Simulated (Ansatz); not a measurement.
# PBE/6-31G(d) (spherical functions) run of CH8OSi2 (SMILES C[SiH2][SiH2]O)

What is the energy change on altering one bond length of CH8OSi2 at PBE/6-31G* (spherical functions)? 

Program for the calculation: Ansatz 0.2.0.

88 further runs of the same task are left out: 88 set aside as unsound or not needed. Runs told in other sessions of the task aren't counted.

## (1) The molecule

CH8OSi2: 12 atoms, total charge 0, spin state singlet. SMILES: `C[SiH2][SiH2]O`. The shape is that of a PBE0-D4/def2-TZVP optimisation. This is one conformer, not always the lowest.

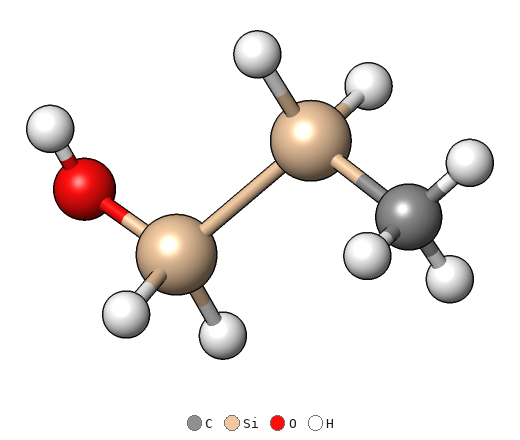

Viewed from a chosen angle; carbon grey, silicon light orange, oxygen red, hydrogen white.

## (2) A single-point energy at PBE/6-31G(d) (spherical functions)

File in.yaml:

```yaml
crystal:
  periodic: [false, false, false]
  atoms:
    - {symbol: C, position_ang: [-1.363900, 1.513800, -0.148900]}
    - {symbol: Si, position_ang: [-0.392800, 0.194400, 0.769900]}
    - {symbol: Si, position_ang: [0.929600, -1.075200, -0.697500]}
    - {symbol: O, position_ang: [1.869100, -2.191700, 0.084900]}
    - {symbol: H, position_ang: [-0.692800, 2.186400, -0.687200]}
    - {symbol: H, position_ang: [-1.958800, 2.110300, 0.546100]}
    - {symbol: H, position_ang: [-2.043300, 1.060200, -0.874000]}
    - {symbol: H, position_ang: [-1.318500, -0.701500, 1.520400]}
    - {symbol: H, position_ang: [0.506600, 0.832900, 1.777800]}
    - {symbol: H, position_ang: [1.768000, -0.141100, -1.510100]}
    - {symbol: H, position_ang: [0.088400, -1.859400, -1.638400]}
    - {symbol: H, position_ang: [2.426500, -1.874200, 0.796300]}
basis:
  gaussian: {orbitals: 6-31G_st_-spherical.json}
hamiltonian: {xc: pbe}
accuracy: high
output: {orbitals: {seedname: orbitals}}
```

The basis set 6-31G* is read from a file made from the Basis Set Exchange's data (not shown).

Command:

```
$ ansatz run in.yaml --threads 1 --pin off --max-ram 2610MiB --events-out events.jsonl --progress --plain --runs-dir runs
```

Log:

```text
Warning: RAYON_NUM_THREADS=1 ignored (pool sized by the plan → 1); use --threads N
Functional definition: PBE
  name "PBE"
  parameter kappa = 0.804
  parameter beta = 0.06672455060314922
  exchange = pbe_x(kappa = kappa, mu = beta*pi^2/3)
  correlation = pbe_c(beta = beta)
1893 factors; integrals over basis functions are off by at most 5.9e-9 eV
mean field evaluation 1: about -18947.1071 eV, gradient 6.9e1 eV
mean field evaluation 2: about -18918.1703 eV, gradient 1.3e2 eV
mean field evaluation 4: about -18956.8843 eV, gradient 9.6e0 eV
mean field evaluation 8: about -18957.0927 eV, gradient 4.7e-1 eV
mean field evaluation 16: about -18957.0934 eV, gradient 5.1e-5 eV
mean field -18957.09340707 eV, -696.6603331305 hartree, gradient 7.4e-8 eV, S^2 0.000000; 0 other end points of the search recorded, 0 dependent functions left out
reference -18957.09341105 eV, -696.6603332766 hartree; 25, 25 occupied and 55, 55 virtual orbitals, 1893 factors
Total energy: -18957.09341105 eV, -696.6603332766 hartree
```

Wall time 4.5 s (1 thread of Intel Xeon 6975P-C (Granite Rapids), shared host); peak memory 0.22 GiB.

## (3) The distorted shape

File run.yaml:

```yaml
crystal:
  periodic: [false, false, false]
  atoms:
    - {symbol: C, position_ang: [-1.615405, 1.233587, 0.094866]}
    - {symbol: Si, position_ang: [-0.644305, -0.085813, 1.013666]}
    - {symbol: Si, position_ang: [0.678095, -1.355413, -0.453734]}
    - {symbol: O, position_ang: [1.617595, -2.471913, 0.328666]}
    - {symbol: H, position_ang: [-0.944305, 1.906187, -0.443434]}
    - {symbol: H, position_ang: [-2.210305, 1.830087, 0.789866]}
    - {symbol: H, position_ang: [-2.294805, 0.779987, -0.630234]}
    - {symbol: H, position_ang: [-1.570005, -0.981713, 1.764166]}
    - {symbol: H, position_ang: [0.255095, 0.552687, 2.021566]}
    - {symbol: H, position_ang: [1.768000, -0.141100, -1.510100]}
    - {symbol: H, position_ang: [-0.163105, -2.139613, -1.394634]}
    - {symbol: H, position_ang: [2.174995, -2.154413, 1.040066]}
basis:
  gaussian:
    orbitals: 6-31G_st_-spherical.json
hamiltonian:
  xc: pbe
accuracy: high
output:
  orbitals: {seedname: orbitals}
```

The basis set 6-31G* is read from a file made from the Basis Set Exchange's data (not shown).

Command:

```
$ ansatz run run.yaml --threads 1 --pin off --max-ram 2610MiB --events-out events.jsonl --progress --plain --runs-dir runs
```

Log, shortened:

```text
Warning: RAYON_NUM_THREADS=1 ignored (pool sized by the plan → 1); use --threads N
[... 6 set-up lines as earlier in the session ...]
1897 factors; integrals over basis functions are off by at most 3.9e-9 eV
mean field evaluation 1: about -18946.3147 eV, gradient 6.9e1 eV
mean field evaluation 2: about -18907.9043 eV, gradient 1.5e2 eV
mean field evaluation 4: about -18955.9916 eV, gradient 1.1e1 eV
mean field evaluation 8: about -18956.2749 eV, gradient 5.6e-1 eV
mean field evaluation 16: about -18956.2759 eV, gradient 1.2e-4 eV
mean field -18956.27588874 eV, -696.6302898860 hartree, gradient 7.6e-8 eV, S^2 0.000000; 0 other end points of the search recorded, 0 dependent functions left out
reference -18956.27589267 eV, -696.6302900304 hartree; 25, 25 occupied and 55, 55 virtual orbitals, 1897 factors
Total energy: -18956.27589267 eV, -696.6302900304 hartree
```

It took 4.2 s on 1 thread of Intel Xeon 6975P-C (Granite Rapids), shared host; peak memory 0.23 GiB.

## (4) What came out

At PBE/6-31G* (spherical functions):

```
                                                           quantity          value
                                          first shape: total energy  -696.66033 Eh
                                           first shape: HOMO energy       -6.14 eV
                                           first shape: LUMO energy       -0.93 eV
                                         first shape: HOMO–LUMO gap        5.21 eV
                                      distorted shape: total energy  -696.63029 Eh
                                       distorted shape: HOMO energy       -6.13 eV
                                       distorted shape: LUMO energy       -1.04 eV
                                     distorted shape: HOMO–LUMO gap        5.09 eV
energy change with the Si3–H10 bond stretched from 1.495 to 1.944 Å       0.818 eV
```

With the Si3–H10 bond stretched from 1.495 to 1.944 Å the energy rises by 0.82 eV (18.9 kcal/mol). The first shape isn't relaxed at this level, so the change isn't measured from a minimum.
